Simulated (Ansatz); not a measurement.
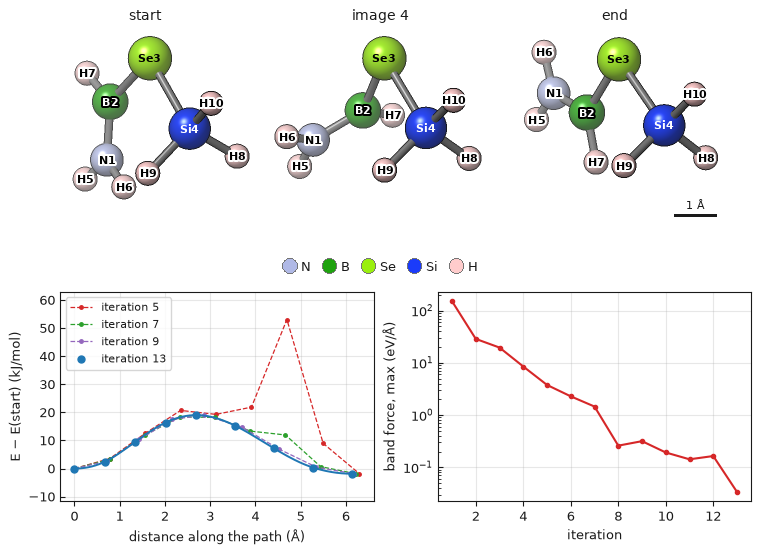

A nudged-elastic-band calculation for BSiNH6Se. Images are numbered from 0 (start) to 8 (end). The plot follows the band through its iterations. Style: ball-and-stick. Shown from a free direction.

Level of theory: RKS PBE/def2-SVP in Ansatz 0.2.0. Set-up: 7 movable images; climbing image; force threshold 0.05 eV/Å; iteration limit 60; starting path through a guess of the saddle point.

Question: Did the band converge, and can the barrier be trusted?

Answer: The result is final at these settings. The band converged in 13 iterations. The largest component of the band force went from 150 to 0.034 eV/Å. The climbing image converged on the top of the path. Its vibrational analysis gives one imaginary mode (102i cm⁻¹), as a transition state must have. The first iteration put the highest image at 3201.0 kJ/mol. The highest point, image 4, lies 19.0 kJ/mol above the start and 20.9 kJ/mol above the end; the end is at −1.8 kJ/mol relative to the start.
